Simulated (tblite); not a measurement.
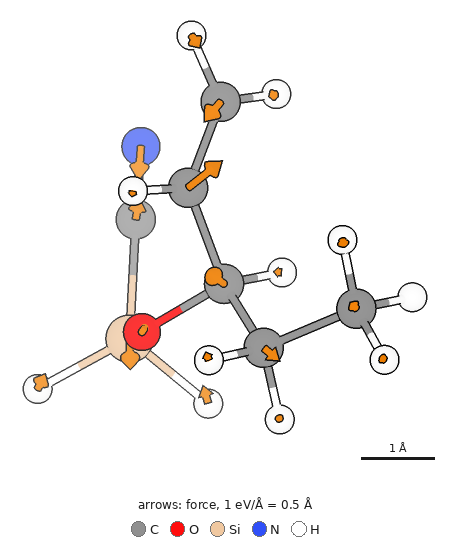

Starting geometry of C6H11NOSi with the computed forces as orange arrows. A ball-and-stick model, seen from a free direction.

These are results of tblite, GFN2-xTB geometry optimisation, gas phase, not measurements. 

### What follows when this structure is relaxed?

It isn't relaxed: the largest force vector, on the O atom, is 2.00 eV/Å. The final displacements have little in common with the starting forces (cosine between the two patterns 0.14). The N atom moves most after the best rigid fit: 2.53 Å. By element the largest moves are N 2.53 Å, H 1.70 Å, C 1.46 Å, O 0.88 Å, Si 0.30 Å. Near-neighbour distances that change, for instance: O–Si 1.676 → 1.610 Å, H–Si 1.496 → 1.465 Å, H–Si 1.478 → 1.453 Å, C–C 1.522 → 1.499 Å. Bond angles that change, for instance: C–O–Si 119.0° → 132.4°, H–Si–H 106.2° → 117.4°, O–Si–H 107.9° → 100.5°. Groups turn about C–O by about 60°. Over 214 geometry steps the energy falls by 7.08 kcal/mol. Cost: 3 s on 1 thread of Arm Neoverse N1 (shared host).
